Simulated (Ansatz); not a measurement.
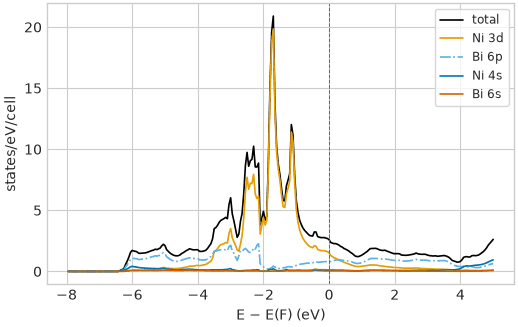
Total and projected density of states of NiBi (NiAs type, space group No. 194), r²SCAN (plane waves, PAW; program Ansatz)

Which orbitals carry the states next to the Fermi level?

Within 0.5 eV of the Fermi level: Ni 3d 56 %, Bi 6p 33 %, Bi 6s 5 %. Projections are on Löwdin-orthogonalised atomic valence shells; empty p or d shells of many metals are not among them.

Where is the tallest occupied peak in this window, and what makes it?

Near -1.7 eV, about 21 states/eV per cell; the largest projected share is Ni 3d.

Space group P6_3/mmc (NiAs type). The first step of the workflow began from a Materials Project structure, measured or hypothetical; the Crystallography Open Database copy checked does not list it. Its standing as an ambient phase is unchecked. The cell was relaxed with r²SCAN under the symmetry of its start; whether a distortion lowers the energy is not shown. The run is not spin-polarised. Scalar-relativistic: spin–orbit coupling is off unless named, which matters more the heavier the elements.

Potentials: the later of the program's two PAW sets.
